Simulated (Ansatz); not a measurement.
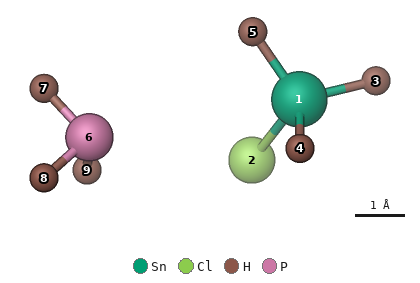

**Figure 1.** The starting structure (ball-and-stick view, seen at a tilt; atoms are numbered from 1 in the order of the input). Sticks mark near contacts. Bond lengths as drawn: Cl–Sn 2.37 Å, H–P 1.41 Å and H–Sn 1.70 Å.

Nudged elastic band, with input and output: SnPH6Cl

System: SnPH6Cl.
Method: RHF/def2-SVP (Ansatz 0.2.0).

One setting was made poor on purpose. It belongs to a series of runs on one base structure; here: an input spoilt on purpose.

### The input
```yaml
crystal:
  periodic: [false, false, false]
  atoms:
    - { symbol: Sn, position_ang: [0.761699, 0.247201, -0.380401] }
    - { symbol: Cl, position_ang: [0.911795, -0.082043, 1.960346] }
    - { symbol: H, position_ang: [2.369269, 0.282728, -0.940826] }
    - { symbol: H, position_ang: [-0.029214, 1.732266, -0.615195] }
    - { symbol: H, position_ang: [-0.099088, -1.078473, -1.002943] }
    - { symbol: P, position_ang: [-3.26532, -0.396885, 1.412779] }
    - { symbol: H, position_ang: [-3.809974, -1.699369, 1.374639] }
    - { symbol: H, position_ang: [-4.429711, 0.225084, 1.913724] }
    - { symbol: H, position_ang: [-2.626157, -0.542611, 2.661076] }
basis:
  gaussian: { orbitals: def2-SVP }
hamiltonian:
  xc: hf
neb:
  order_check: false
  images: 7
  f_tol: 0.05
  max_iterations: 8
  max_displacement: 0.02
  optimiser: bfgs
  final_atoms:
    - { symbol: Sn, position_ang: [-0.52196587, -0.01045966, -0.72110231] }
    - { symbol: Cl, position_ang: [-0.17220946, 0.48164171, 4.50866211] }
    - { symbol: H, position_ang: [0.91170678, -0.85616331, -0.33851666] }
    - { symbol: H, position_ang: [-0.23826849, 1.67457009, -0.71634738] }
    - { symbol: H, position_ang: [-1.09418889, -0.49650328, -2.25806824] }
    - { symbol: P, position_ang: [-2.21952978, -0.50809392, 1.10185341] }
    - { symbol: H, position_ang: [-3.32889272, 0.09341993, 0.47005119] }
    - { symbol: H, position_ang: [-2.51608214, -1.82910465, 0.70231841] }
    - { symbol: H, position_ang: [-1.03727043, 0.1385911, 3.63434847] }
  initial_path: idpp
```

Launched with:
```bash
ansatz run input.yaml --threads 1 --pin off --max-ram 2048MiB --backend cpu --events-out ev --progress --plain --runs-dir out
```

### The program's output
```
Error: YAML parse error: error: line 23 column 14: unknown variant `bfgs`, expected one of quadratic_models, fire, lbfgs
  --> <input>:23:14
   |
21 |   max_iterations: 8
22 |   max_displacement: 0.02
23 |   optimiser: bfgs
   |              ^ unknown variant `bfgs`, expected one of quadratic_models, fire, lbfgs
24 |   final_atoms:
25 |     - { symbol: Sn, position_ang: [-0.52196587, -0.01045966, -0.72110231] }
   |
```

### Outcome

| quantity | value |
| --- | --- |
| outcome | refused by the program |
| hardware | 1 thread of Arm Neoverse V2, 24 GiB of memory available, shared host |

### Diagnosis

The program refused the input: “YAML parse error: error: line 23 column 14: unknown variant `bfgs`, expected one of quadratic_models, fire, lbfgs --> <input>:23:14 | 21 | max_iterations: 8 22 | max_displacement: 0.02 23 | optimiser: bfgs | ^ unknown variant `bfgs`, expected one of quadratic_models, fire, lbfgs 24 | final_atoms: 25 | - { symbol: Sn, …” A deliberately poor setting: bad input.
